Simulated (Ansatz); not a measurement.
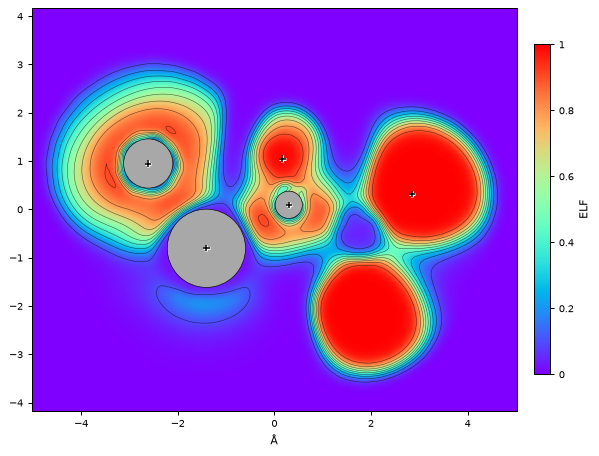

The electron localisation function on a plane through atoms (crosses mark nuclei in the plane; grey discs cover the cores).

All numbers below come from RKS B3LYP-D4/def2-SVP in Ansatz.

Candidates:
A. AlCl3H4OSi
B. CH5FGeO

Q: Which candidate gave the map?

A: Candidate A: AlCl3H4OSi on the plane of atoms O2, Al1 and Cl9, which holds Al, O, H and Cl. Al–O (1.93 Å): the ELF peaks at about 0.90 in the valence shell of O, 0.7 Å from its nucleus, and is about 0.45 at the midpoint. Al–Cl (2.13 Å): the ELF peaks at about 0.90 in the valence shell of Cl, 1.0 Å from its nucleus, and is about 0.85 at the midpoint.
